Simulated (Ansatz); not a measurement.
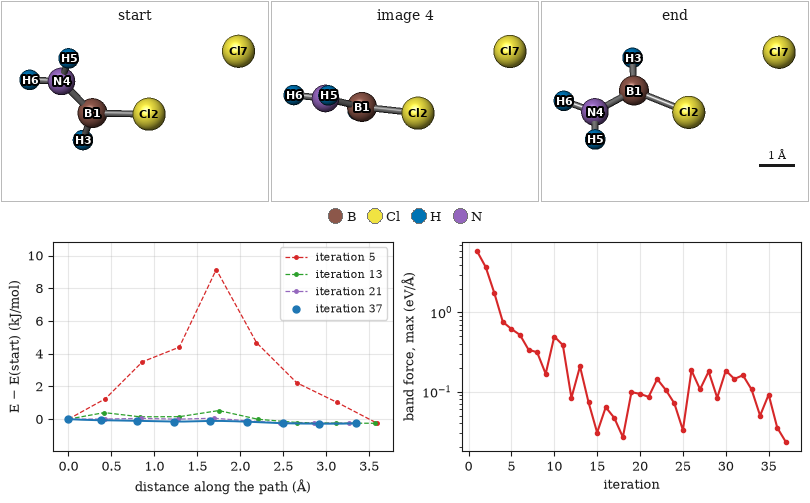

NEB run on BNH3Cl2 (multiplicity 2), made up at the start of BNH₃Cl and Cl. Images are numbered from 0 (start) to 8 (end). The plot follows the band through its iterations. Style: ball-and-stick. Shown at a tilt.

Theory: UHF/6-31G* (Ansatz 0.2.0). Settings: 7 movable images; climbing image; force threshold 0.03 eV/Å; iteration limit 60; starting path through a guess of the saddle point.

How did the profile develop, and is the result final?

Answer. The run is converged, with reservations. The band converged in 37 iterations. The largest component of the band force went from 5.9 to 0.023 eV/Å. The first iteration put the highest image at 314.75 kJ/mol. No barrier shows: the energy is highest at the start, and the end lies 0.25 kJ/mol below the start.

Limits of the set-up: the start holds two separate molecules, 3.8 Å apart at their closest, whose relative position is a soft coordinate and is computed without a dispersion correction; Hartree-Fock leaves out electron correlation.

Cost: 12 min on 1 thread of Arm Neoverse V1, with other jobs on the host, peak memory 0.23 GiB.
